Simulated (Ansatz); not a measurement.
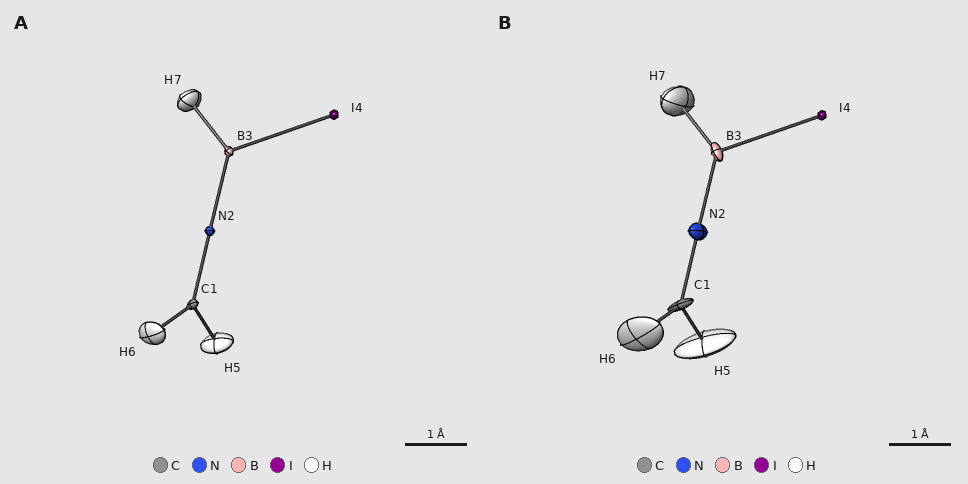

Displacement ellipsoids at the 50 % level, from the internal vibrations of the free molecule (harmonic, no overall translation or rotation; no half-axis is drawn under 0.075 Å). Vibrations computed with RKS PBE0-D4/def2-TZVP, core potentials on I (Ansatz 0.2.0). One panel is for 0 K (zero-point motion alone), the other for 600 K.

**Which panel is for 600 K?**

B.

**How much does the mean-square displacement of C1 grow, and why?**

U_eq goes from 0.0022 to 0.0108 Å², a factor of 4.9. Modes below kT (417 cm⁻¹ at 600 K) grow about in proportion to T, and the lowest lies at 137 cm⁻¹; the mean-square amplitude of a mode is its zero-point value times coth(ħω/2kT), which comes close to 1 only above about 3kT.
